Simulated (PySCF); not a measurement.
Excited-state calculation, with input and output: C₇H₁₂AlN

C₇H₁₂AlN, computed with TDDFT CAM-B3LYP/def2-SVPD, vertical, gas phase, core orbitals frozen in the response (PySCF 2.14.0).

The geometry comes from this level: PBE0-D3(BJ)/def2-SVP. It belongs to a series of runs on one base structure; here: H on Al replaced by C2H5.

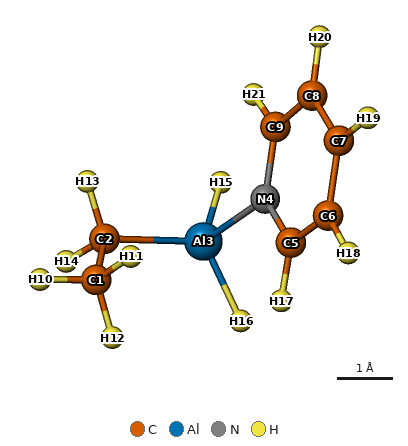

*The structure as given in the input (ball-and-stick view, seen at a tilt; atoms are numbered from 1 in the order of the input). Sticks mark near contacts.*

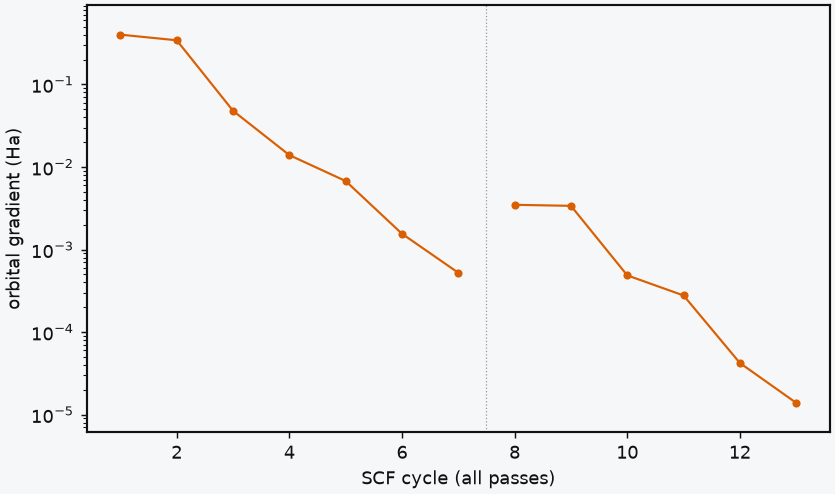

*Convergence of the self-consistent field: orbital gradient against the SCF cycle. The dotted line marks the change from a coarse to the final integration grid.*

The first 7 cycles use a coarse grid, the final grid takes over at cycle 8, and the field converges after 13 cycles in all.

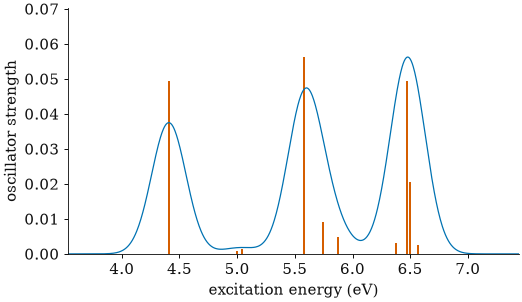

*Computed excitations as sticks (degenerate states added up, dark ones marked on the axis), with a Gaussian envelope of 0.35 eV full width at half maximum, scaled to the tallest.*

Of the 10 states the lowest lies at 4.41 eV (f = 0.049); the strongest line is at 5.58 eV, or 222 nm (f = 0.056).

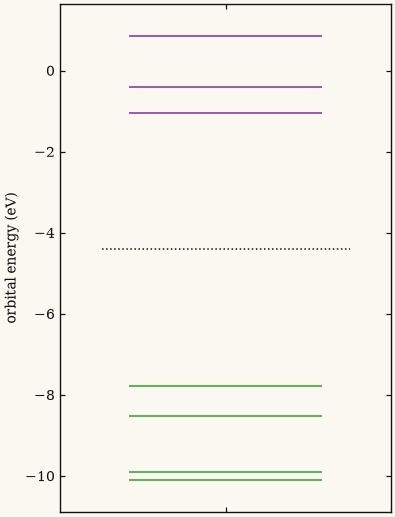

*Orbital energies near the frontier; the dotted line parts filled from empty levels, and levels within 0.02 eV of each other stand side by side.*

Highest filled −7.77 eV, lowest empty −1.05 eV, 6.72 eV apart.

These pictures come from the run below.

### The input
```
{"job": {"kind": "uv", "xc": "CAM-B3LYP", "basis": "def2-SVPD", "ip": true}, "charge": 0, "multiplicity": 1}
C     -2.612556    -0.150295     0.548669
C     -2.211746     1.183150    -0.080529
Al    -0.846698     1.071267    -1.525149
N      0.694419     0.134455    -0.540654
C      0.736061    -1.201982    -0.480859
C      1.699675    -1.876472     0.258553
C      2.650796    -1.133364     0.953526
C      2.604004     0.257412     0.884310
C      1.606614     0.853831     0.123723
H     -3.408306    -0.053076     1.308408
H     -1.761029    -0.640023     1.054271
H     -2.981268    -0.863519    -0.208457
H     -1.859280     1.881147     0.702328
H     -3.106287     1.673107    -0.510285
H     -0.104856     2.442884    -1.934072
H     -1.123152    -0.033367    -2.668277
H     -0.030327    -1.729034    -1.055670
H      1.700478    -2.967236     0.282449
H      3.423500    -1.633477     1.542118
H      3.331149     0.878322     1.409789
H      1.521918     1.939623     0.024421
```

The first line tells a small driver script what to run in PySCF; the rest is the geometry in Å.

Launched with:
```bash
OMP_NUM_THREADS=1 python <driver script> task.json out
```

### What the program printed
```
coarse grid: 17728 points
cycle   1  E = -570.5262339729  dE =  1.159e+00  |g| = 4.016e-01  |ddm| = 1.249e+01
cycle   2  E = -570.5478092872  dE = -2.158e-02  |g| = 3.433e-01  |ddm| = 1.768e+00
cycle   3  E = -570.5778735485  dE = -3.006e-02  |g| = 4.803e-02  |ddm| = 7.083e-01
cycle   4  E = -570.5785132613  dE = -6.397e-04  |g| = 1.395e-02  |ddm| = 1.660e-01
cycle   5  E = -570.5785473790  dE = -3.412e-05  |g| = 6.770e-03  |ddm| = 4.415e-02
cycle   6  E = -570.5785576192  dE = -1.024e-05  |g| = 1.556e-03  |ddm| = 1.570e-02
cycle   7  E = -570.5785582109  dE = -5.917e-07  |g| = 5.241e-04  |ddm| = 6.031e-03
final grid: 165808 points
cycle   8  E = -570.6765738285  dE = -3.981e-05  |g| = 3.487e-03  |ddm| = 1.398e-01
cycle   9  E = -570.6765743244  dE = -4.960e-07  |g| = 3.390e-03  |ddm| = 2.338e-02
cycle  10  E = -570.6765771174  dE = -2.793e-06  |g| = 4.874e-04  |ddm| = 9.756e-03
cycle  11  E = -570.6765771606  dE = -4.317e-08  |g| = 2.781e-04  |ddm| = 1.770e-03
cycle  12  E = -570.6765771788  dE = -1.816e-08  |g| = 4.230e-05  |ddm| = 8.618e-04
cycle  13  E = -570.6765771793  dE = -4.982e-10  |g| = 1.391e-05  |ddm| = 1.846e-04
converged SCF energy = -570.6765771793

Static polarisability (au): isotropic 118.119, principal 95.508 120.293 138.556

Singlet excitations
state   eV       nm        f      main configurations
  1   4.4074    281.3   0.04931   H->L 0.99
  2   5.0010    247.9   0.00094   H-1->L 0.87, H->L+1 0.12
  3   5.0431    245.8   0.00142   H->L+1 0.80, H-1->L 0.12
  4   5.5821    222.1   0.05623   H-2->L 0.70, H-5->L+1 0.13
  5   5.7429    215.9   0.00905   H-1->L+1 0.97
  6   5.8760    211.0   0.00469   H-3->L 0.69, H-7->L 0.13
  7   6.3760    194.5   0.00298   H->L+2 0.56, H->L+3 0.12, H->L+6 0.10
  8   6.4703    191.6   0.04926   H-2->L+1 0.40, H-5->L 0.21, H->L+3 0.16
  9   6.5016    190.7   0.02058   H->L+5 0.37, H->L+3 0.23, H-2->L+1 0.17
 10   6.5710    188.7   0.00253   H-3->L+1 0.71, H-7->L+1 0.14

Triplet excitations (Tamm-Dancoff, eV): 4.0753 4.3754 4.4878 4.9740
Vertical ionisation energy (delta-SCF) = 8.4493 eV
Vertical electron affinity (delta-SCF) = 0.4315 eV
```

### Summary

- outcome: converged
- total energy: −570.676577 hartree
- HOMO: −7.77 eV
- LUMO: −1.05 eV
- dipole moment: 6.91 D
- mean polarisability: 118.12 a.u.
- vertical ionisation energy: 8.45 eV
- vertical electron affinity: 0.43 eV
- lowest singlet excitation: 4.41 eV
- hardware: 1 CPU thread, shared host
- wall time: 5.4 min
- peak memory: 1.4 GiB
